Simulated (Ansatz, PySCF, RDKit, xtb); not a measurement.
**C5H5BN2: ranking a sample of isomers**

Which of a sample of isomers of C5H5BN2 is the most stable in the gas at 298.15 K, and what are its properties? The sample is small against all isomers, and the most stable one of this formula need not be in it.

The funnel: GFN2-xTB relaxations, single points with a density functional, relaxations at B3LYP-D3(BJ)/def2-SVP, harmonic vibrations (at GFN2-xTB), and a last energy at a higher level. All values are calculated.

### Step 1. Possible bonding patterns

Isomers were taken from a list of plausible structures; this is a sample, not all of them. That gives 10 candidates.

```
label           SMILES     spin
 c115  N#CC1=CBC(N)=C1  singlet
 c173  N#CB1C=CC(N)=C1  singlet
 c429    N#CC1=CC=CB1N  singlet
 c430  N#CC1=CB(N)C=C1  singlet
 c478  N#CC1=CC(N)=CB1  singlet
 c493    N#CB1C=CC=C1N  singlet
 c614  N#CC1=C(N)C=CB1  singlet
 c745    N#CC1=CBC=C1N  singlet
 c960  N#CC1=CC=C(N)B1  singlet
 c979  N#CC1=C(N)BC=C1  singlet
```

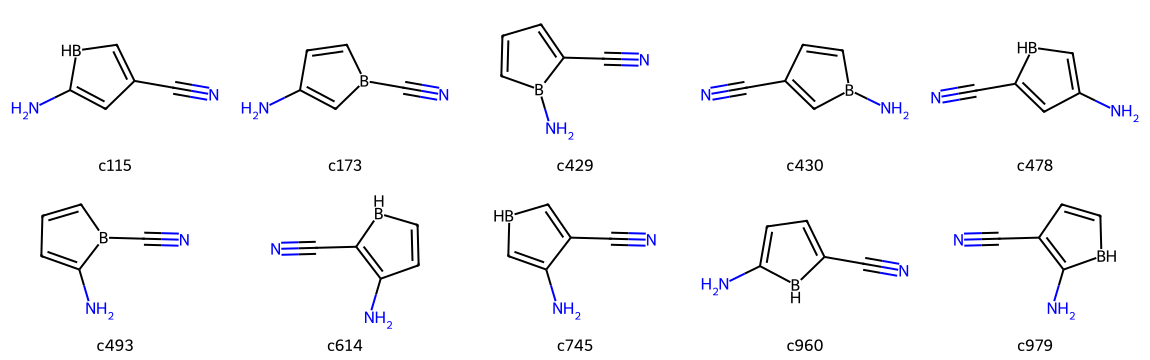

Structural formulas of the candidates.

Candidates are built by distance geometry, with a force field where one applies, in up to four conformers (letters a to d).

### Step 2. Search with GFN2-xTB

All 10 starts are relaxed the same way. One of them, c493a (taken from a list of positional isomers, embedded by distance geometry and UFF), in full:

The input, start.xyz:

```xyz
13
c493a
C     -1.418648     0.354407     3.120354
C     -1.210932     1.679555     0.712977
C     -1.302505     1.219263    -0.534516
C     -1.249065    -0.250176    -0.574152
C     -1.115345    -0.783098     0.613714
B     -1.014223     0.439709     1.633760
N     -1.750021     0.355978     4.234470
N     -1.122871    -2.123547     0.969905
H     -1.215937     2.695502     1.021941
H     -1.367055     1.808960    -1.414999
H     -1.339830    -0.865719    -1.453146
H     -1.279323    -2.861321     0.228587
H     -1.070674    -2.474571     1.951740
```

On the command line:

```
xtb start.xyz --gfn 2 --opt
```

The program printed, cut to the lines that bear on the results:

```text
* xtb version 6.7.1
[...]
          :  # basis functions                  37          :
[...]
          :  # electrons                        38          :
[...]
          :  Hamiltonian                  GFN2-xTB          :
[...]
          :  net charge                          0          :
          :  unpaired electrons                  0          :
[...]
   *** convergence criteria satisfied after 14 iterations ***
[...]
   *** GEOMETRY OPTIMIZATION CONVERGED AFTER 15 ITERATIONS ***
[...]
   *** convergence criteria satisfied after 3 iterations ***
[...]
         ::                     SUMMARY                     ::
         :::::::::::::::::::::::::::::::::::::::::::::::::::::
         :: total energy             -20.205934520959 Eh    ::
         :: gradient norm              0.000834016323 Eh/a0 ::
         :: HOMO-LUMO gap              0.715083009329 eV    ::
         ::.................................................::
         :: SCC energy               -20.573269472992 Eh    ::
         :: -> isotropic ES            0.034584123925 Eh    ::
         :: -> anisotropic ES          0.004942551061 Eh    ::
         :: -> anisotropic XC          0.024681215090 Eh    ::
         :: -> dispersion             -0.009146092709 Eh    ::
         :: repulsion energy           0.367334952034 Eh    ::
         :: add. restraining           0.000000000000 Eh    ::
         :: total charge               0.000000000000 e     ::
         :::::::::::::::::::::::::::::::::::::::::::::::::::::
[...]
        19        2.0000           -0.3452954              -9.3960 (HOMO)
        20        0.0000           -0.3190166              -8.6809 (LUMO)
[...]
          | TOTAL ENERGY              -20.205934520959 Eh   |
          | GRADIENT NORM               0.000834016323 Eh/α |
          | HOMO-LUMO GAP               0.715083009329 eV   |
           -------------------------------------------------
[...]
```

It took 0.082 s on 2 threads of Arm Neoverse V2, shared host.

### Step 3. The minima found

10 of the 10 relaxations converged. 10 distinct structures remain:

```
label  start     SMILES after     spin  energy (kcal/mol)
c429a  drawn    N#CC1=CC=CB1N  singlet                0.0
c430a  drawn  N#CC1=CB(N)C=C1  singlet                3.6
c614a  drawn  N#CC1=C(N)C=CB1  singlet               13.9
c478a  drawn  N#CC1=CC(N)=CB1  singlet               17.0
c745a  drawn    N#CC1=CBC=C1N  singlet               18.2
c979a  drawn  N#CC1=C(N)BC=C1  singlet               19.9
c960a  drawn  N#CC1=CC=C(N)B1  singlet               20.5
c115a  drawn  N#CC1=CBC(N)=C1  singlet               24.7
c173a  drawn  N#CB1C=CC(N)=C1  singlet               25.9
c493a  drawn    N#CB1C=CC=C1N  singlet               31.2
```

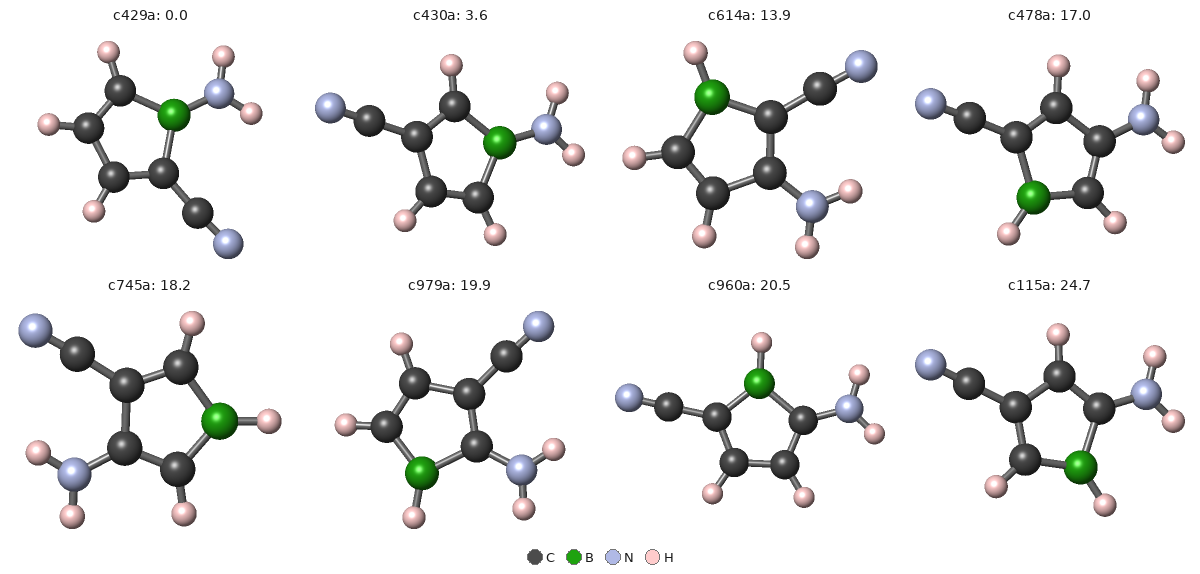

The 8 lowest minima that did not fall apart, with their GFN2-xTB energies in kcal/mol.

### Step 4. Second filter: single points

A choice of the minima (the low ones first, few conformers of a pattern, up to a cap) and the lowest that fell apart get a single point at r2SCAN-D4/def2-SVP on the tight-binding geometry, and one at HF/STO-3G for comparison. The lowest singlets are also tried as triplets at the same geometry (label ending in t). The first, c429a:

The input, input.yaml:

```yaml
crystal:
  periodic: [false, false, false]
  atoms:
    - symbol: C
      position_ang: [-0.758836, 0.501108, 2.954702]
    - symbol: C
      position_ang: [-1.164812, 0.444721, 1.623585]
    - symbol: C
      position_ang: [-1.746930, 1.447561, 0.930941]
    - symbol: C
      position_ang: [-2.046904, 1.052003, -0.445903]
    - symbol: C
      position_ang: [-1.675997, -0.210589, -0.703182]
    - symbol: B
      position_ang: [-1.044864, -0.790713, 0.619878]
    - symbol: N
      position_ang: [-0.401408, 0.473545, 4.049075]
    - symbol: N
      position_ang: [-0.530117, -2.033590, 0.887848]
    - symbol: H
      position_ang: [-1.977941, 2.430494, 1.311889]
    - symbol: H
      position_ang: [-2.512754, 1.739978, -1.134495]
    - symbol: H
      position_ang: [-1.815190, -0.675954, -1.665245]
    - symbol: H
      position_ang: [-0.489364, -2.781331, 0.214534]
    - symbol: H
      position_ang: [-0.157048, -2.292105, 1.787531]
basis:
  gaussian:
    orbitals: def2-SVP
output: {orbitals: {seedname: orbitals}}
hamiltonian:
  xc: r2scan
  dispersion: d4
scf:
  lower_state_search: off
```

On the command line:

```
ansatz run input.yaml --threads 2 --pin off --max-ram 5220MiB --events-out events.jsonl --progress --plain --runs-dir runs
```

The program printed, cut to the lines that bear on the results:

```text
Warning: RAYON_NUM_THREADS=2 ignored (pool sized by the plan → 2); use --threads N
Functional definition: r2SCAN
  name "r2SCAN"
[...]
1578 factors; their error is unknown
[...]
mean field -8910.57477949 eV, -327.4575833417 hartree, gradient 1.9e-6 eV, S^2 0.000000; 0 other end points of the search recorded, 0 dependent functions left out
reference -8910.57478951 eV, -327.4575837100 hartree; 27, 27 occupied and 110, 110 virtual orbitals, 1578 factors
Total energy: -8910.66443612 eV, -327.4608781621 hartree
Checks for a lower state left out: stability, starts, cluster_reference, orbital_swaps, neighbouring_geometries, increment
```

It took 2.5 s on 2 threads of Arm Neoverse V2, shared host; peak memory 0.17 GiB.

Relative energies in kcal/mol, each column from its lowest structure that stays in one piece:

```
 label           SMILES     spin  GFN2-xTB  HF/STO-3G  r2SCAN-D4/def2-SVP
 c429a    N#CC1=CC=CB1N  singlet       0.0        0.0                 0.0
 c430a  N#CC1=CB(N)C=C1  singlet       3.6        2.3                 4.6
 c173a  N#CB1C=CC(N)=C1  singlet      25.9       28.4                22.5
 c614a  N#CC1=C(N)C=CB1  singlet      13.9       35.4                29.0
 c493a    N#CB1C=CC=C1N  singlet      31.2       39.4                30.0
 c478a  N#CC1=CC(N)=CB1  singlet      17.0       42.2                34.4
 c745a    N#CC1=CBC=C1N  singlet      18.2       42.5                34.4
 c979a  N#CC1=C(N)BC=C1  singlet      19.9       45.4                38.0
c429at    N#CC1=CC=CB1N  triplet         –          –                38.6
 c960a  N#CC1=CC=C(N)B1  singlet      20.5       47.2                39.3
c430at  N#CC1=CB(N)C=C1  triplet         –          –                44.8
 c115a  N#CC1=CBC(N)=C1  singlet      24.7       52.8                45.2
c173at  N#CB1C=CC(N)=C1  triplet         –          –                52.4
```

### Step 5. Refinement at B3LYP-D3(BJ)/def2-SVP

3 candidates are relaxed at B3LYP-D3(BJ)/def2-SVP (chosen among the lowest in one piece). The first, c429a:

The input, input.yaml:

```yaml
crystal:
  periodic: [false, false, false]
  atoms:
    - {symbol: C, position_ang: [-0.758836, 0.501108, 2.954702]}
    - {symbol: C, position_ang: [-1.164812, 0.444721, 1.623585]}
    - {symbol: C, position_ang: [-1.746930, 1.447561, 0.930941]}
    - {symbol: C, position_ang: [-2.046904, 1.052003, -0.445903]}
    - {symbol: C, position_ang: [-1.675997, -0.210589, -0.703182]}
    - {symbol: B, position_ang: [-1.044864, -0.790713, 0.619878]}
    - {symbol: "N", position_ang: [-0.401408, 0.473545, 4.049075]}
    - {symbol: N, position_ang: [-0.530117, -2.033590, 0.887848]}
    - {symbol: H, position_ang: [-1.977941, 2.430494, 1.311889]}
    - {symbol: H, position_ang: [-2.512754, 1.739978, -1.134495]}
    - {symbol: H, position_ang: [-1.815190, -0.675954, -1.665245]}
    - {symbol: H, position_ang: [-0.489364, -2.781331, 0.214534]}
    - {symbol: H, position_ang: [-0.157048, -2.292105, 1.787531]}
basis:
  gaussian: {orbitals: def2-SVP}
hamiltonian: {xc: {name: B3LYP}, dispersion: d3bj}
scf: {lower_state_search: off}
relax: {f_tol: 0.006}
```

On the command line:

```
ansatz run input.yaml --threads 2 --pin off --max-ram 5220MiB --events-out events.jsonl --progress --plain --runs-dir runs
```

The program printed, cut to the lines that bear on the results:

```text
Warning: RAYON_NUM_THREADS=2 ignored (pool sized by the plan → 2); use --threads N
[...]
Functional definition: B3LYP
  name "B3LYP"
[...]
1597 factors; integrals over basis functions are off by at most 3.5e-4 eV
[...]
mean field -8916.02639699 eV, -327.6579265897 hartree, gradient 7.2e-6 eV, S^2 0.000000; 0 other end points of the search recorded, 0 dependent functions left out
[...]
Atom 9 at    -2.522240     1.747402    -1.171671 Å, force    -0.000584     0.000924    -0.000862 eV/Å
Atom 10 at    -1.828504    -0.696999    -1.703549 Å, force    -0.000097    -0.000331    -0.000528 eV/Å
Atom 11 at    -0.477573    -2.780986     0.223523 Å, force    -0.000376    -0.000773    -0.002475 eV/Å
Atom 12 at    -0.154233    -2.260807     1.810570 Å, force     0.000114     0.001374     0.001794 eV/Å
Dipole moment:    -0.127027    -0.399504    -0.838694 e Å
Checks for a lower state left out: stability, starts, cluster_reference, orbital_swaps, neighbouring_geometries, increment
```

Wall time 18 s (2 threads of Arm Neoverse V2, shared host); peak memory 0.34 GiB.

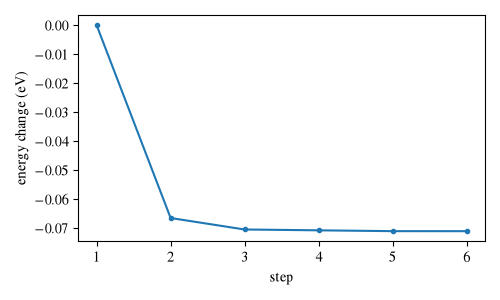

Energy along the run, all evaluated steps.

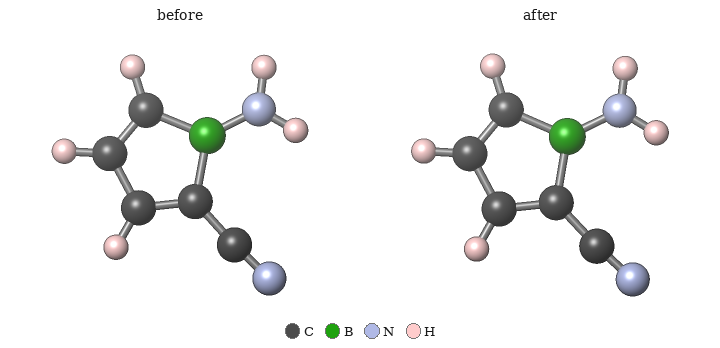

Before and after, at one scale.

After the run. Bond lengths: C1–C2 1.417 Å, C2–C3 1.359 Å, C3–C4 1.490 Å, C4–C5 1.352 Å, C2–B6 1.599 Å, C5–B6 1.583 Å, C1–N7 1.165 Å, B6–N8 1.384 Å, C3–H9 1.093 Å, C4–H10 1.094 Å, C5–H11 1.092 Å, N8–H12 1.014 Å, N8–H13 1.015 Å. Some angles: C1–C2–C3 126.8°, C1–C2–B6 127.6°, C3–C2–B6 105.6°, C2–C1–N7 175.9°, C2–C3–C4 111.8°, C3–C4–C5 112.4°, C4–C5–B6 106.0°, C2–B6–C5 104.2°, C2–B6–N8 125.7°, C5–B6–N8 130.1°.

### Step 6. After refinement

```
label     spin  r2SCAN-D4/def2-SVP (kcal/mol)  B3LYP-D3(BJ)/def2-SVP, relaxed (kcal/mol)  time
c429a  singlet                            0.0                                        0.0  18 s
c430a  singlet                            4.6                                        4.2  24 s
c173a  singlet                           22.5                                       22.8  21 s
```

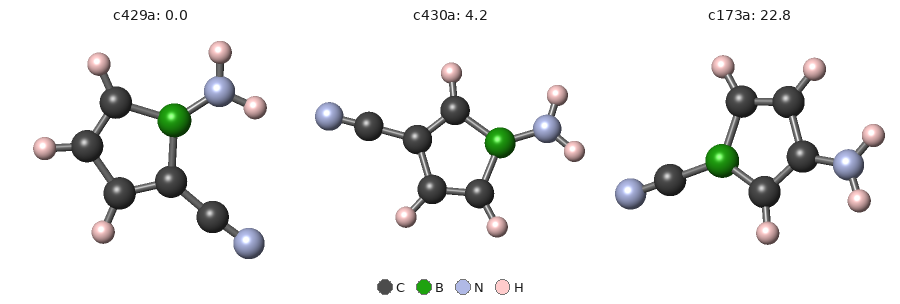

The relaxed structures, with energies at B3LYP-D3(BJ)/def2-SVP in kcal/mol.

### Step 7. Vibrations and thermal terms

The lowest few in one piece go on as finalists. In this search the thermal terms come from GFN2-xTB at its own nearest minimum. The first, c429a:

The input, start.xyz:

```xyz
13
c429a
C     -0.747232     0.482413     2.985463
C     -1.166623     0.446206     1.632781
C     -1.747129     1.455957     0.932506
C     -2.052509     1.053097    -0.469096
C     -1.685805    -0.221714    -0.731104
B     -1.060092    -0.779121     0.611588
N     -0.377530     0.433676     4.088661
N     -0.529129    -2.025222     0.896968
H     -1.973567     2.451224     1.324518
H     -2.522240     1.747402    -1.171671
H     -1.828504    -0.696999    -1.703549
H     -0.477573    -2.780986     0.223523
H     -0.154233    -2.260807     1.810570
```

On the command line:

```
xtb start.xyz --gfn 2 --ohess tight
```

The program printed, cut to the lines that bear on the results:

```text
[...]
         ::                     SUMMARY                     ::
         :::::::::::::::::::::::::::::::::::::::::::::::::::::
         :: total energy             -20.255654595864 Eh    ::
         :: gradient norm              0.000319130015 Eh/a0 ::
         :: HOMO-LUMO gap              2.131136524748 eV    ::
         ::.................................................::
         :: SCC energy               -20.637868541094 Eh    ::
         :: -> isotropic ES            0.039591634581 Eh    ::
         :: -> anisotropic ES          0.005217142365 Eh    ::
         :: -> anisotropic XC          0.024754473955 Eh    ::
         :: -> dispersion             -0.009231869863 Eh    ::
         :: repulsion energy           0.382213945230 Eh    ::
         :: add. restraining           0.000000000000 Eh    ::
         :: total charge              -0.000000000000 e     ::
         :::::::::::::::::::::::::::::::::::::::::::::::::::::
[...]
          | TOTAL ENERGY              -20.255654595858 Eh   |
          | TOTAL ENTHALPY            -20.154615150465 Eh   |
          | TOTAL FREE ENERGY         -20.194862483684 Eh   |
          | GRADIENT NORM               0.000319144662 Eh/α |
[...]
```

Run time: 0.2 s. Hardware: 2 threads of Arm Neoverse V2, shared host.

### Step 8. Zero-point energy and free-energy terms

As xtb prints them, at 298.15 K, with its own treatment of low modes:

```
label           SMILES     spin  lowest mode (cm⁻¹)  zero-point (kcal/mol)  G − E (kcal/mol)
c429a    N#CC1=CC=CB1N  singlet                 106                   58.1              38.1
c430a  N#CC1=CB(N)C=C1  singlet                  82                   58.0              38.1
c173a  N#CB1C=CC(N)=C1  singlet                  68                   57.2              36.9
```

### Step 9. Energies at the top level

Each finalist gets a single point at CCSD(T)/def2-SVP + MP2/def2-TZVPP - MP2/def2-SVP.

c429a, CCSD(T)/def2-SVP:

The input, input.yaml:

```yaml
crystal:
  periodic: [false, false, false]
  atoms:
    - {symbol: C, position_ang: [-0.747232, 0.482413, 2.985463]}
    - {symbol: C, position_ang: [-1.166623, 0.446206, 1.632781]}
    - {symbol: C, position_ang: [-1.747129, 1.455957, 0.932506]}
    - {symbol: C, position_ang: [-2.052509, 1.053097, -0.469096]}
    - {symbol: C, position_ang: [-1.685805, -0.221714, -0.731104]}
    - {symbol: B, position_ang: [-1.060092, -0.779121, 0.611588]}
    - {symbol: N, position_ang: [-0.377530, 0.433676, 4.088661]}
    - {symbol: "N", position_ang: [-0.529129, -2.025222, 0.896968]}
    - {symbol: H, position_ang: [-1.973567, 2.451224, 1.324518]}
    - {symbol: H, position_ang: [-2.522240, 1.747402, -1.171671]}
    - {symbol: H, position_ang: [-1.828504, -0.696999, -1.703549]}
    - {symbol: H, position_ang: [-0.477573, -2.780986, 0.223523]}
    - {symbol: H, position_ang: [-0.154233, -2.260807, 1.810570]}
basis:
  gaussian:
    orbitals: def2-SVP
correlation:
  method: ccsd_t
  frozen_orbitals: {"N": 1, B: 1, C: 1, H: 0}
```

On the command line:

```
ansatz run input.yaml --threads 2 --pin off --max-ram 5220MiB --events-out events.jsonl --progress --plain --runs-dir runs
```

The program printed, cut to the lines that bear on the results:

```text
Warning: RAYON_NUM_THREADS=2 ignored (pool sized by the plan → 2); use --threads N
Functional definition: HF
  name "HF"
[...]
1417 factors; integrals over basis functions are off by at most 1.2e-3 eV
[...]
mean field -8860.10386896 eV, -325.6028115901 hartree, gradient 1.7e-6 eV, S^2 0.000000; 0 other end points of the search recorded, 0 dependent functions left out; unrestricted orbitals would lower it
8 core orbitals not correlated: weight in the atoms' cores, before any rotation towards them, 1.000 or more for the frozen orbitals, at most 0.000 for the correlated occupied ones
reference -8860.10386896 eV, -325.6028115901 hartree; 19, 19 occupied and 110, 110 virtual orbitals, 1417 factors
second order -28.15537572 eV of doubles, -0.00000000 eV of singles
cycle   1  -28.26745480 eV  change   -1.1e-1 eV  update   1.4e-1
[...]
cycle  11  -29.35390914 eV  change    1.4e-5 eV  update   2.9e-5
perturbative correction -1.27519671 eV, -0.0468626148 hartree
Total energy: -8890.73297481 eV, -326.7284104690 hartree
```

It took 37 s on 2 threads of Arm Neoverse V2, shared host; peak memory 1.1 GiB.

### Step 10. c429a at MP2/def2-TZVPP

Edit input.yaml of step 9 so:

```diff
@@ -1 +1,4 @@
+basis:
+  gaussian:
+    orbitals: def2-TZVPP
 crystal:
@@ -9,3 +12,3 @@
     - {symbol: B, position_ang: [-1.060092, -0.779121, 0.611588]}
-    - {symbol: N, position_ang: [-0.377530, 0.433676, 4.088661]}
+    - {symbol: "N", position_ang: [-0.377530, 0.433676, 4.088661]}
     - {symbol: "N", position_ang: [-0.529129, -2.025222, 0.896968]}
@@ -16,7 +19,4 @@
     - {symbol: H, position_ang: [-0.154233, -2.260807, 1.810570]}
-basis:
-  gaussian:
-    orbitals: def2-SVP
 correlation:
-  method: ccsd_t
+  method: mp2
   frozen_orbitals: {"N": 1, B: 1, C: 1, H: 0}
```

On the command line:

```
ansatz run input.yaml --threads 2 --pin off --max-ram 5220MiB --events-out events.jsonl --progress --plain --runs-dir runs
```

The program printed, cut to the lines that bear on the results:

```text
Warning: RAYON_NUM_THREADS=2 ignored (pool sized by the plan → 2); use --threads N
Functional definition: HF
  name "HF"
[...]
1940 factors; integrals over basis functions are off by at most 1.0e-3 eV
[...]
mean field -8870.05778513 eV, -325.9686112625 hartree, gradient 2.7e-6 eV, S^2 0.000000; 0 other end points of the search recorded, 0 dependent functions left out; unrestricted orbitals would lower it
8 core orbitals not correlated: weight in the atoms' cores, before any rotation towards them, 1.000 or more for the frozen orbitals, at most 0.000 for the correlated occupied ones
reference -8870.05778513 eV, -325.9686112625 hartree; 19, 19 occupied and 291, 291 virtual orbitals, 1940 factors
second order -34.16746923 eV of doubles, -0.00000000 eV of singles
Total energy: -8904.22525436 eV, -327.2242425971 hartree
```

It took 14 s on 2 threads of Arm Neoverse V2, shared host; peak memory 1 GiB.

### Step 11. c430a at CCSD(T)/def2-SVP

The input, input.yaml:

```yaml
crystal:
  periodic: [false, false, false]
  atoms:
    - symbol: C
      position_ang: [1.080603, 1.233813, 0.232974]
    - symbol: C
      position_ang: [-0.121927, 0.506467, 0.495075]
    - symbol: C
      position_ang: [-1.136445, 0.904756, 1.302833]
    - symbol: C
      position_ang: [-1.580819, -1.339322, 0.255724]
    - symbol: C
      position_ang: [-0.391301, -0.840744, -0.132180]
    - symbol: B
      position_ang: [-2.211484, -0.266538, 1.235541]
    - symbol: N
      position_ang: [2.064033, 1.810945, 0.008474]
    - symbol: N
      position_ang: [-3.430237, -0.318314, 1.898870]
    - symbol: H
      position_ang: [-1.124006, 1.851773, 1.844568]
    - symbol: H
      position_ang: [-4.073444, -1.097355, 1.813615]
    - symbol: H
      position_ang: [-3.760496, 0.417583, 2.512982]
    - symbol: H
      position_ang: [-1.959672, -2.304082, -0.087521]
    - symbol: H
      position_ang: [0.331424, -1.301971, -0.810442]
basis:
  gaussian: {orbitals: def2-SVP}
correlation: {method: ccsd_t, frozen_orbitals: {"N": 1, B: 1, C: 1, H: 0}}
```

On the command line:

```
ansatz run input.yaml --threads 2 --pin off --max-ram 5220MiB --events-out events.jsonl --progress --plain --runs-dir runs
```

The program printed, cut to the lines that bear on the results:

```text
Warning: RAYON_NUM_THREADS=2 ignored (pool sized by the plan → 2); use --threads N
Functional definition: HF
  name "HF"
[...]
1418 factors; integrals over basis functions are off by at most 1.1e-3 eV
[...]
mean field -8859.94260372 eV, -325.5968852020 hartree, gradient 1.8e-6 eV, S^2 0.000000; 0 other end points of the search recorded, 0 dependent functions left out; unrestricted orbitals would lower it
8 core orbitals not correlated: weight in the atoms' cores, before any rotation towards them, 1.000 or more for the frozen orbitals, at most 0.000 for the correlated occupied ones
reference -8859.94260372 eV, -325.5968852020 hartree; 19, 19 occupied and 110, 110 virtual orbitals, 1418 factors
second order -28.18103146 eV of doubles, -0.00000000 eV of singles
cycle   1  -28.30211643 eV  change   -1.2e-1 eV  update   1.4e-1
[...]
cycle  10  -29.38873590 eV  change    4.2e-5 eV  update   4.6e-5
perturbative correction -1.26999328 eV, -0.0466713922 hartree
Total energy: -8890.60133290 eV, -326.7235727182 hartree
```

Run time: 35 s. Hardware: 2 threads of Arm Neoverse V2, shared host; peak memory 1.1 GiB.

For c429a, c430a, c173a the log finds that unrestricted Hartree-Fock orbitals lie lower, a sign to watch the closed-shell reference there.

(Part 1 of 2 ends here.)
